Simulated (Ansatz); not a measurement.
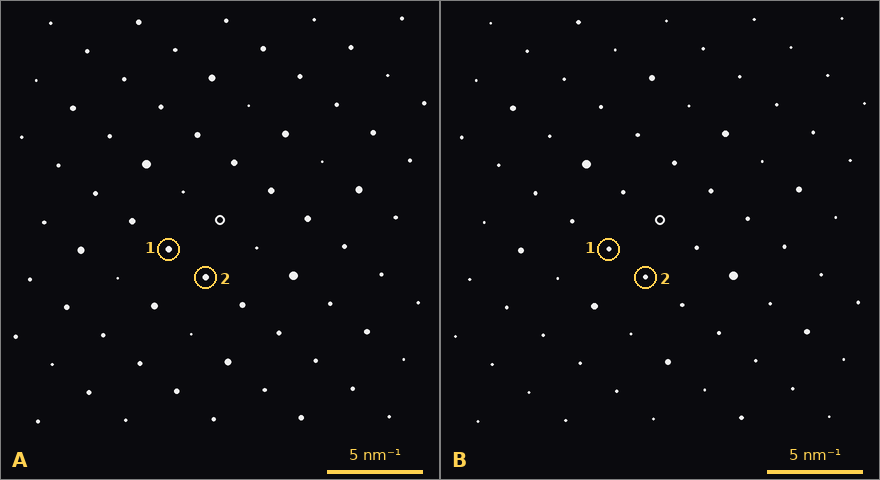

Kinematic electron diffraction patterns (300 kV, B = 0.5 Å², same scale) along [111] of the run's own cell, for the start and the end of one relaxation of CdBi2As4 with Ansatz 0.2.0, DFT, PAW plane waves, pbe. k mesh 5×5×5. The start is a generated model structure, and the relaxation ends in the nearest stationary point of its symmetry, not necessarily the ground state. Spot 1 is -1 0 1 and spot 2 is 0 -1 1 in both.

Start structure:

```
Cd Bi As
1.0
     0.00000    5.80954    0.00000
     5.80954    0.00000    0.00000
     2.90477    2.90477   -5.80533
Cd Bi As
1 2 4
Cartesian
  0.0000 0.0000 0.0000
  2.9048 2.9048 0.0000
  2.9048 5.8095 -2.9027
  4.4153 4.2991 -4.2959
  1.3943 4.2991 -1.5094
  7.2038 7.3200 -4.2959
  4.4153 1.5105 -1.5094
```

**Which pattern belongs to the start structure, and which to the relaxed one?**

B is the start: its cell gives d(1) = 3.221 Å, d(2) = 3.221 Å and an angle of 46.2°. The spot positions hardly differ, so the intensities decide: those computed from the start structure match B, and A is the relaxed structure.

**Name reflections whose intensity changes strongly on relaxation.**

2 -1 -1 goes from 5.2 to 34 % of the strongest spot; 3 0 -3 goes from 1.9 to 14 % of the strongest spot; 1 -2 1 goes from 4.1 to 25 % of the strongest spot.

**What did the relaxation do to the structure and the energy?**

The cell was held fixed; with the mean shift removed, the atoms moved by up to 0.63 Å relative to the cell (As most); the space group stayed I-4 (No. 82); the free energy fell by 340 meV an atom.
